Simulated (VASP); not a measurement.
# A VASP study of ZnP2Pd2 (vdW-DF-cx): structure first, properties next, part 3 of 5

Aim: relax ZnP2Pd2, then compute properties on the relaxed cell. The cell is invented: it takes the structure of a Materials Project entry for EuP2Pd2 (space group 139 there), with some of its atoms replaced by other elements, volume scaled by an estimate. It may not be a known or stable phase.

VASP 6.6.1; vdW-DF-cx; plane waves and PAW (Pd, Zn, P); invented cell.

So far. Step 2 (Rough relaxation of the start cell): It ends with a largest force of 0.018 eV/Å and a pressure of 0.31 GPa. Step 3 (Relaxing cell and atoms (vdW-DF-cx)): It ends with a largest force of 0.002 eV/Å and a pressure of 0.03 GPa. The relaxed cell has a = 4.327, c = 8.416 Å (conventional setting).

**4. Density, ELF and potential (vdW-DF-cx)**

The relaxed cell gets a fresh self-consistent run, on a basis set for its own volume, to fix the density and to check the remaining stress.

Input file INCAR:

```
SYSTEM = ZnP2Pd2
PREC = Accurate
ENCUT = 400
EDIFF = 1E-06
NELM = 100
ISMEAR = 0
SIGMA = 0.05
LREAL = .FALSE.
ALGO = Normal
GGA = CX
AGGAC = 0
LUSE_VDW = .TRUE.
LASPH = .TRUE.
NBANDS = 27
LORBIT = 11
LWAVE = .FALSE.
LCHARG = .TRUE.
ISIF = 2
LELF = .TRUE.
LVHAR = .TRUE.
```

Input file POSCAR:

```
ZnP2Pd2
1.0
   -2.1634270442      2.1634270442      4.2079652805
    2.1634270442     -2.1634270442      4.2079652805
    2.1634270442      2.1634270442     -4.2079652805
Pd Zn P
2 1 2
Direct
    0.2500000000      0.7500000000      0.5000000000
    0.7500000000      0.2500000000      0.5000000000
    0.0000000000      0.0000000000      0.0000000000
    0.3737700178      0.3737700178      0.0000000000
    0.6262299822      0.6262299822      0.0000000000
```

Input file KPOINTS:

```
Automatic mesh
0
Gamma
9 9 9
0 0 0
```

The projector-augmented-wave data sets are Pd, Zn and P (PBE family, release 64).

Launch:

```sh
mpirun -np 2 vasp_std
```

What it wrote:

```text
[banner, memory and clock lines left out]
running    2 mpi-ranks, on    1 nodes
 distrk:  each k-point on    2 cores,    1 groups
 distr:  one band on    1 cores,    2 groups

 POSCAR found type information on POSCAR PdZnP
 POSCAR found :  3 types and       5 ions
 [... a notice as in an earlier step ...]

 [... a notice as in an earlier step ...]

 LDA part: xc-table for (Slater+PW92), standard interpolation
|                                                                             |
|           W    W    AA    RRRRR   N    N  II  N    N   GGGG   !!!           |
|           W    W   A  A   R    R  NN   N  II  NN   N  G    G  !!!           |
|           W    W  A    A  R    R  N N  N  II  N N  N  G       !!!           |
|           W WW W  AAAAAA  RRRRR   N  N N  II  N  N N  G  GGG   !            |
|           WW  WW  A    A  R   R   N   NN  II  N   NN  G    G                |
|           W    W  A    A  R    R  N    N  II  N    N   GGGG   !!!           |
|                                                                             |
|     The number of bands has been changed from the values supplied in        |
|     The orbitals not found in the WAVECAR file will be initialized with     |
|     random numbers, which is usually adequate. For correlated               |
|     calculations, however, you should redo the groundstate calculation.     |
|     I found NBANDS = 27. Now, NBANDS = 28.                                  |
|                                                                             |

 POSCAR, INCAR and KPOINTS ok, starting setup
 FFT: planning ... GRIDC
 FFT: planning ... GRID_SOFT
 FFT: planning ... GRID
 WAVECAR not read
 entering main loop
       N       E                     dE             d eps       ncg     rms          rms(c)
DAV:   1     0.261927228630E+03    0.26193E+03   -0.17304E+04  4200   0.136E+03
DAV:   2     0.484929570767E+01   -0.25708E+03   -0.24643E+03  4316   0.319E+02
DAV:   3    -0.132723517750E+02   -0.18122E+02   -0.17736E+02  4972   0.894E+01
DAV:   4    -0.136726927740E+02   -0.40034E+00   -0.39865E+00  4848   0.131E+01
DAV:   5    -0.136812056293E+02   -0.85129E-02   -0.85109E-02  4928   0.194E+00    0.162E+01
DAV:   6    -0.127023214033E+02    0.97888E+00   -0.48959E+00  5256   0.282E+01    0.935E+00
DAV:   7    -0.125565114392E+02    0.14581E+00   -0.11230E+00  4988   0.992E+00    0.517E+00
DAV:   8    -0.125185091242E+02    0.38002E-01   -0.18958E-01  5020   0.572E+00    0.106E+00
DAV:   9    -0.125150292832E+02    0.34798E-02   -0.17801E-02  5504   0.243E+00    0.270E-01
DAV:  10    -0.125148789052E+02    0.15038E-03   -0.26462E-03  4696   0.399E-01    0.138E-01
DAV:  11    -0.125148924848E+02   -0.13580E-04   -0.33002E-04  4740   0.141E-01    0.538E-02
DAV:  12    -0.125148887838E+02    0.37010E-05   -0.31795E-05  4672   0.536E-02    0.735E-03
DAV:  13    -0.125148887777E+02    0.61223E-08   -0.30891E-06  4344   0.133E-02
   1 F= -.12514889E+02 E0= -.12513741E+02  d E =-.229493E-02
```

Run time: 84 s. Hardware: 2 MPI ranks of Intel Xeon 6975P-C (Granite Rapids), shared host; peak memory 0.77 GiB; 2.7 min of CPU time.

OUTCAR, selected parts (step 4):

```text
  LATTYP: Found a body centered tetragonal cell.
 ALAT       =     4.3268540884
 C/A-ratio  =     1.9450460748

The static configuration has the point symmetry D_4h.

 Found     75 irreducible k-points:

   k-points           NKPTS =     75   k-points in BZ     NKDIM =     75   number of bands    NBANDS=     28

   ENCUT  =  400.0 eV  29.40 Ry    5.42 a.u.   8.48  8.48  8.48*2*pi/ulx,y,z

   NELECT =      42.0000    total number of electrons

 E-fermi :   8.0977

 k-point     1 :       0.0000    0.0000    0.0000
  band No.  band energies     occupation
    ...
     17       5.1444      2.00000
     18       5.9094      2.00000
     19       6.6094      2.00000
     20       6.6094      2.00000
     21       7.8317      2.00000
     22       8.1251      0.43833
     23       8.1251      0.43832
     24      10.3911      0.00000
     25      11.2658      0.00000
     26      11.8308      0.00000
    ...

 k-point     2 :       0.1111   -0.0000    0.0000
  band No.  band energies     occupation
    ...
     18       5.5915      2.00000
     19       6.0927      2.00000
     20       6.9287      2.00000
     21       7.9495      1.99997
     22       8.0408      1.89272
     23       8.1894      0.00956
     24      10.6122      0.00000
     25      10.9469      0.00000
     26      12.1606      0.00000
     27      12.2607      0.00000
    ...

Total vdW correction in eV:      7.3379356

  Total        0.0291107      0.0291107     -0.0333968      0.0000000      0.0000000      0.0000000
  in kB        0.5920345      0.5920345     -0.6792025      0.0000000      0.0000000      0.0000000
  external PRESSURE =       0.1682888 kB  Pullay stress =       0.0000000 kB

 POSITION                                       TOTAL-FORCE (eV/Angst)
 -----------------------------------------------------------------------------------
      2.16343      0.00000      2.10398         0.000000      0.000000     -0.000000
      0.00000      2.16343      2.10398         0.000000      0.000000     -0.000000
      0.00000      0.00000      0.00000         0.000000      0.000000     -0.000000
      0.00000      0.00000      3.14562        -0.000000     -0.000000      0.001819
      0.00000      0.00000      5.27031        -0.000000     -0.000000     -0.001819
 -----------------------------------------------------------------------------------
    total drift:                               -0.000000      0.000000     -0.000000

  FREE ENERGIE OF THE ION-ELECTRON SYSTEM (eV)
  ---------------------------------------------------
  free  energy   TOTEN  =       -12.5148887777 eV

  energy  without entropy=      -12.5125938502  energy(sigma->0) =      -12.51374131

Total vdW correction in eV:      7.3379759

 total charge
# of ion       s       p       d       tot
------------------------------------------
    1        0.487   0.589   8.592   9.668
    2        0.487   0.589   8.592   9.668
    3        0.576   0.242   9.761  10.579
    4        1.036   1.400   0.000   2.436
    5        1.036   1.400   0.000   2.436
--------------------------------------------------
tot          3.622   4.221  26.945  34.788

[... 3 parts as in an earlier step ...]

[... 7 further parts left out ...]
```

This step gave:

```yaml
scf_cycles: 13
bands: 28
pressure: 0.01683 GPa
```

Valence electrons inside each PAW sphere by angular momentum. Sphere charges, by row:

```csv
atom,s (e),p (e),d (e),tot (e)
Pd1,0.487,0.589,8.592,9.668
Pd2,0.487,0.589,8.592,9.668
Zn3,0.576,0.242,9.761,10.58
P4,1.036,1.4,0,2.436
P5,1.036,1.4,0,2.436
```

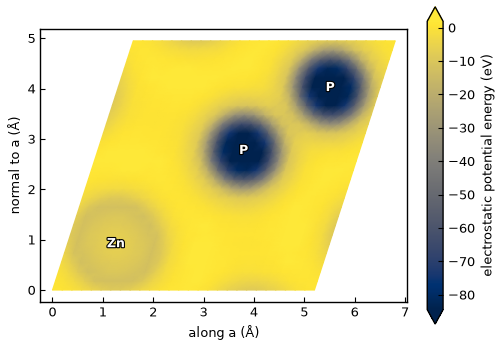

Electrostatic potential energy in the ab plane of the cell as run, not the conventional one, at fractional z = 0.000, with atoms of Zn and P within 0.2 Å of it. With pseudopotentials it is smooth inside the atoms' cores, unlike the true potential. The map starts off the cell's origin, so that atoms lie inside it.

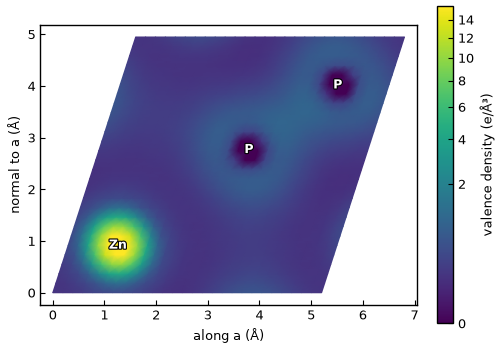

Valence density in the ab plane of the cell as run, not the conventional one, at fractional z = 0.000, with atoms of Zn and P within 0.2 Å of it. It is the smooth field of the valence electrons, not physical close to the nuclei. The map starts off the cell's origin, so that atoms lie inside it. The colour scale is stretched toward low values.

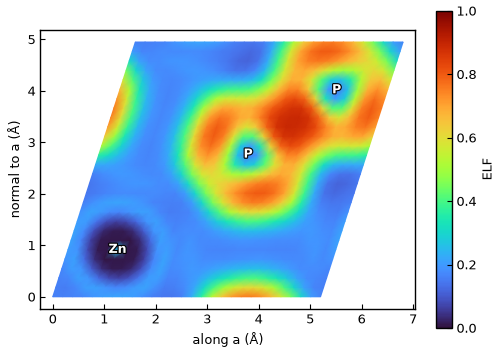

ELF in the ab plane of the cell as run, not the conventional one, at fractional z = 0.000, with atoms of Zn and P within 0.2 Å of it. It is the smooth field of the valence electrons, not physical close to the nuclei. The map starts off the cell's origin, so that atoms lie inside it.

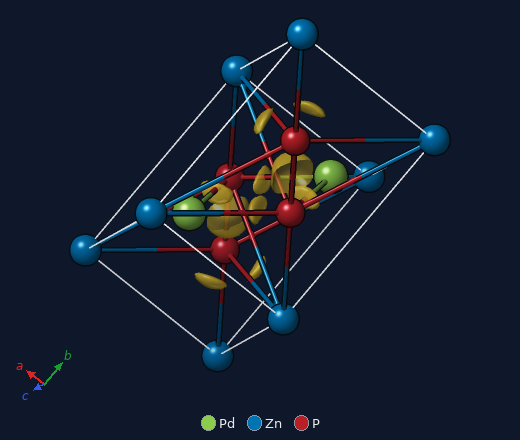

Surface of ELF = 0.81. Drawn on the cell as run, not the conventional one.

In this run the pressure is 0.02 GPa, small enough to go on.

**5. Bands along the symmetry lines (vdW-DF-cx)**

Levels along the symmetry lines show where the bands peak and cross; KPOINTS_OPT computes them in the converged potential.

Edit INCAR of step 4 so:

```diff
@@ -13,8 +13,6 @@
 LASPH = .TRUE.
-NBANDS = 27
+NBANDS = 36
 LORBIT = 11
 LWAVE = .FALSE.
-LCHARG = .TRUE.
-ISIF = 2
-LELF = .TRUE.
-LVHAR = .TRUE.
+LCHARG = .FALSE.
+KPAR = 2
```

POSCAR is that of step 4.

KPOINTS is that of step 4.

Input file KPOINTS_OPT:

```
Line mode
16
Line-mode
Reciprocal
  0.00000000   0.00000000   0.00000000 GAMMA
  0.00000000   0.00000000   0.50000000 X

  0.00000000   0.00000000   0.50000000 X
 -0.13216310   0.13216310   0.50000000 Y

 -0.13216310   0.13216310   0.50000000 Y
 -0.31608155   0.31608155   0.31608155 S

 -0.31608155   0.31608155   0.31608155 S
  0.00000000   0.00000000   0.00000000 GAMMA

  0.00000000   0.00000000   0.00000000 GAMMA
  0.50000000   0.50000000  -0.50000000 Z

  0.50000000   0.50000000  -0.50000000 Z
  0.31608155   0.68391845  -0.31608155 S1

  0.31608155   0.68391845  -0.31608155 S1
  0.00000000   0.50000000   0.00000000 N

  0.00000000   0.50000000   0.00000000 N
  0.25000000   0.25000000   0.25000000 P

  0.25000000   0.25000000   0.25000000 P
  0.50000000   0.50000000  -0.13216310 Y1

  0.50000000   0.50000000  -0.13216310 Y1
  0.50000000   0.50000000  -0.50000000 Z

  0.00000000   0.00000000   0.50000000 X
  0.25000000   0.25000000   0.25000000 P
```

Launch:

```sh
mpirun -np 2 vasp_std
```

What it wrote:

```text
[... set-up lines as in an earlier step ...]
 entering main loop
       N       E                     dE             d eps       ncg     rms          rms(c)
DAV:   1     0.261675674099E+03    0.26168E+03   -0.16340E+04  5416   0.107E+03
DAV:   2     0.568523121748E+01   -0.25599E+03   -0.23746E+03  5520   0.266E+02
DAV:   3    -0.132887839945E+02   -0.18974E+02   -0.18497E+02  6276   0.760E+01
DAV:   4    -0.136742597788E+02   -0.38548E+00   -0.38450E+00  6268   0.107E+01
DAV:   5    -0.136812256318E+02   -0.69659E-02   -0.69649E-02  6336   0.143E+00    0.162E+01
DAV:   6    -0.127167897064E+02    0.96444E+00   -0.29819E+00  6672   0.219E+01    0.944E+00
DAV:   7    -0.125580015115E+02    0.15879E+00   -0.74824E-01  6072   0.725E+00    0.519E+00
DAV:   8    -0.125175273963E+02    0.40474E-01   -0.14927E-01  6484   0.406E+00    0.871E-01
DAV:   9    -0.125150701012E+02    0.24573E-02   -0.10770E-02  6868   0.162E+00    0.275E-01
DAV:  10    -0.125148698036E+02    0.20030E-03   -0.18477E-03  6112   0.286E-01    0.136E-01
DAV:  11    -0.125148884195E+02   -0.18616E-04   -0.20259E-04  6064   0.102E-01    0.497E-02
DAV:  12    -0.125148889326E+02   -0.51307E-06   -0.11724E-05  6176   0.324E-02    0.797E-03
DAV:  13    -0.125148887540E+02    0.17856E-06   -0.17084E-06  4340   0.965E-03
   1 F= -.12514889E+02 E0= -.12513741E+02  d E =-.229463E-02
 Start KPOINTS_OPT (optional k-point list driver)
k-point batch [1-75\176]
       N       E                     dE             ncg
DAV:   1     0.286018269892E+05   -0.30242E+05     5416
DAV:   2     0.938877476084E+04   -0.19213E+05     5484
DAV:   3     0.796344869717E+04   -0.14253E+04     6380
DAV:   4     0.793430386055E+04   -0.29145E+02     6156
DAV:   5     0.793372538103E+04   -0.57848E+00     6672
DAV:   6     0.793370608559E+04   -0.19295E-01     6304
DAV:   7     0.793370512128E+04   -0.96431E-03     6792
DAV:   8     0.793370508180E+04   -0.39487E-04     5640
DAV:   9     0.793370508006E+04   -0.17355E-05     3892
DAV:  10     0.793370507968E+04   -0.37563E-06     3592
[...]
k-point batch [151-176\176]
       N       E                     dE             ncg
DAV:   1     0.644124272442E+05   -0.18710E+05     1880
DAV:   2     0.576883246071E+05   -0.67241E+04     1904
DAV:   3     0.571950361452E+05   -0.49329E+03     2224
DAV:   4     0.571851265223E+05   -0.99096E+01     2168
DAV:   5     0.571849261549E+05   -0.20037E+00     2280
DAV:   6     0.571849193930E+05   -0.67619E-02     2192
DAV:   7     0.571849190576E+05   -0.33544E-03     2284
DAV:   8     0.571849190428E+05   -0.14797E-04     1976
DAV:   9     0.571849190421E+05   -0.68023E-06     1308
```

Elapsed: 2.5 min, on 2 MPI ranks; peak memory 1.1 GiB.

OUTCAR, selected parts (step 5):

```text
   k-points           NKPTS =     75   k-points in BZ     NKDIM =     75   number of bands    NBANDS=     36

   NELECT =      42.0000    total number of electrons

 E-fermi :   8.0977

 k-point     1 :       0.0000    0.0000    0.0000
  band No.  band energies     occupation
    ...
     17       5.1443      2.00000
     18       5.9093      2.00000
     19       6.6094      2.00000
     20       6.6094      2.00000
     21       7.8316      2.00000
     22       8.1250      0.43868
     23       8.1250      0.43868
     24      10.3910      0.00000
     25      11.2658      0.00000
     26      11.8308      0.00000
    ...

Total vdW correction in eV:      7.3379802

  Total        0.0401709      0.0401709     -0.0236975      0.0000000      0.0000000      0.0000000
  in kB        0.8169690      0.8169690     -0.4819448      0.0000000      0.0000000      0.0000000
  external PRESSURE =       0.3839977 kB  Pullay stress =       0.0000000 kB

 POSITION                                       TOTAL-FORCE (eV/Angst)
 -----------------------------------------------------------------------------------
      2.16343      0.00000      2.10398        -0.000000     -0.000000      0.000000
      0.00000      2.16343      2.10398        -0.000000     -0.000000      0.000000
      0.00000      0.00000      0.00000        -0.000000     -0.000000      0.000000
      0.00000      0.00000      3.14562         0.000000      0.000000      0.001952
      0.00000      0.00000      5.27031         0.000000      0.000000     -0.001952
 -----------------------------------------------------------------------------------
    total drift:                               -0.000000      0.000000     -0.000000

  FREE ENERGIE OF THE ION-ELECTRON SYSTEM (eV)
  ---------------------------------------------------
  free  energy   TOTEN  =       -12.5148887540 eV

  energy  without entropy=      -12.5125941243  energy(sigma->0) =      -12.51374144

Total vdW correction in eV:      7.3379754

[... 8 parts as in an earlier step ...]

[... 8 further parts left out ...]
```

Spin-orbit coupling is off here; it would split degenerate levels.

Numbers from this step:

| Quantity | Value |
| --- | --- |
| bands | 36 |
| pressure | 0.03840 GPa |

The electronic bands at the labelled points (eV, zero at the Fermi level; # counts the bands kept, so #1 is VASP's band 3):

```
    point    #16    #17    #18    #19    #20    #21   #22   #23
        Γ  -2.19  -1.49  -1.49  -0.27   0.03   0.03  2.29  3.17
        X  -3.31  -3.16  -1.98  -1.39   0.05   0.80  2.48  5.24
        Y  -3.28  -2.48  -1.96  -0.97   0.53   1.24  2.43  4.01
        S  -3.51  -1.55  -1.26   0.34   0.71   1.72  2.80  2.90
        Γ  -2.19  -1.49  -1.49  -0.27   0.03   0.03  2.29  3.17
        Z  -2.80  -2.72  -2.19   1.34   1.46   2.01  2.31  2.31
       S1  -3.51  -1.55  -1.26   0.34   0.71   1.72  2.80  2.90
        N  -3.20  -1.71  -0.55   0.65   0.69   0.82  1.15  3.78
        P  -3.30  -2.14  -2.14  -0.64  -0.64  -0.18  3.66  5.06
       Y1  -3.28  -2.48  -1.96  -0.97   0.53   1.24  2.43  4.01
        Z  -2.80  -2.72  -2.19   1.34   1.46   2.01  2.31  2.31
jump to X  -3.31  -3.16  -1.98  -1.39   0.05   0.80  2.48  5.24
        P  -3.30  -2.14  -2.14  -0.64  -0.64  -0.18  3.66  5.06
```

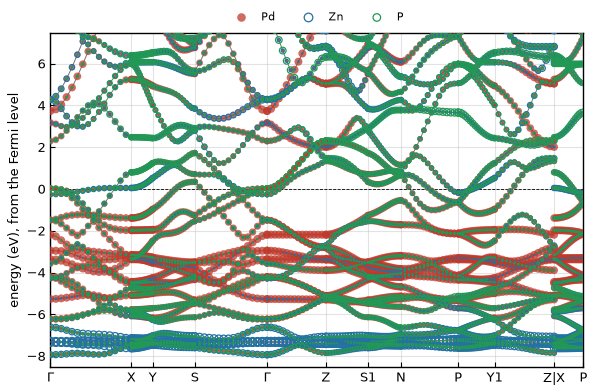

Electronic bands along the path; dots are coloured as in the legend, and their area grows with the weight.

There is no gap at this level.

(Part 3 of 5 ends here.)

[Lines on the potential files, build, host, timing and source positions are cut from VASP's logs without a mark.]

[Logs are printed without paths, hosts, clocks, repeated set-up lines and the standing remarks that a program may print on its own settings, such as how far it seeks lower states.]

[Hosts, paths, dates, database ids (printed as entryN), source tags and the programs' standing remarks are cut or masked in the printed files.]

[A measured line is paired with the nearest computed mode of its activity, which favours agreement.]
